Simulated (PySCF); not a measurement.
Ti₂F (charge +1): frequency calculation

Ti₂F, charge +1, computed with UKS-based PBE0, F def2-SVP, Ti def2-SVP; non-relativistic Hamiltonian; density fitting (PySCF 2.14.0).

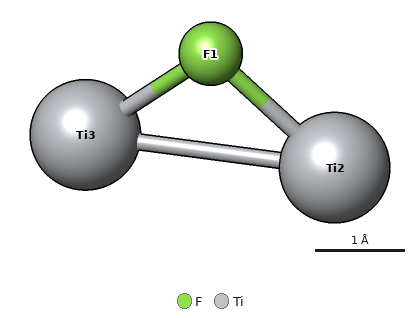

Figure 1. The input geometry (ball-and-stick view, seen at a tilt; atoms are numbered from 1 in the order of the input). Sticks mark near contacts. Bond lengths as drawn: F–Ti 1.95 to 1.96 Å and Ti–Ti 2.92 Å.

**The input**
```python
from pyscf import gto, scf, dft
mol = gto.M(atom='''
F     -0.030230    -0.000000    -1.080538
Ti     1.464274     0.000000     0.166267
Ti    -1.452296     0.000000     0.261875''',
    basis={'F': 'def2-SVP', 'Ti': 'def2-SVP'},
    charge=1, spin=0)
mf = dft.UKS(mol, xc='PBE0')
mf.grids.atom_grid = (75, 302)
aux = {'F': 'def2-universal-JKFIT', 'Ti': 'def2-universal-JKFIT'}
mf = mf.density_fit(auxbasis=aux)
mf.conv_tol = 1e-09
mf.diis_space = 10
mf.max_cycle = 60
mf.verbose = 4
mf.kernel()
```

The script is an equivalent of the set-up of the self-consistent field. The run itself was carried out by a driver, which started from the orbitals of the step before it where there was one and computed the further properties.

Run on 2 threads of Arm Neoverse V1, 112 GiB of memory available, shared host.

Launch command:
```bash
OMP_NUM_THREADS=2 python axn.py task.json out
```

**Log**
```
init E= -1797.70198372742
  alpha nocc = 26  HOMO = -0.351583847794291  LUMO = -0.224753047028444
  beta  nocc = 26  HOMO = -0.349292303937832  LUMO = -0.224753047028444
  HOMO = -0.349292303938  LUMO = -0.224753047028  gap/eV = 3.38889
cycle= 1 E= -1797.70198372741  delta_E= 1.82e-12  |g|= 1.05e-06  |ddm|= 4.53e-06
  alpha nocc = 26  HOMO = -0.351583822203776  LUMO = -0.22475306746531
  beta  nocc = 26  HOMO = -0.349292231569653  LUMO = -0.22475306746531
  HOMO = -0.34929223157  LUMO = -0.224753067465  gap/eV = 3.38888
Extra cycle  E= -1797.70198372742  delta_E= -2.96e-12  |g|= 1.54e-06  |ddm|= 4.15e-06
converged SCF energy = -1797.70198372742  <S^2> = 2.475402  2S+1 = 3.3017583
```

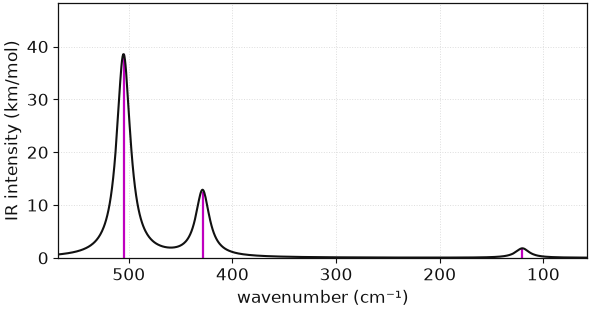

Figure 2. Harmonic infrared spectrum, unscaled: sticks (degenerate modes added up, dark ones marked on the axis) with a Lorentzian envelope of 16 cm⁻¹ full width, scaled to the tallest stick. 3 modes from 120 to 505 cm⁻¹, none imaginary. The strongest line is at 505 cm⁻¹ (39 km/mol). All modes, in cm⁻¹ (km/mol): 120 (1.8), 429 (12.5), 505 (39).

**Key numbers**

```json
{"quantity": "outcome", "value": "converged"}
{"quantity": "total energy", "value": "−1797.701984 hartree"}
{"quantity": "⟨S²⟩", "value": "2.475"}
{"quantity": "HOMO", "value": "−9.50 eV"}
{"quantity": "LUMO", "value": "−6.25 eV"}
{"quantity": "zero-point energy", "value": "0.002401 hartree"}
{"quantity": "wavenumbers, lowest and highest", "value": "120 and 505 cm⁻¹"}
{"quantity": "wall time", "value": "92 s (CPU time 2.8 min)"}
{"quantity": "peak memory", "value": "0.88 GiB"}
```

**Remarks**

Checks after the run noted: spin contamination. ⟨S²⟩ is 2.48 against 0.00 for a pure state: the solution is spin-contaminated.
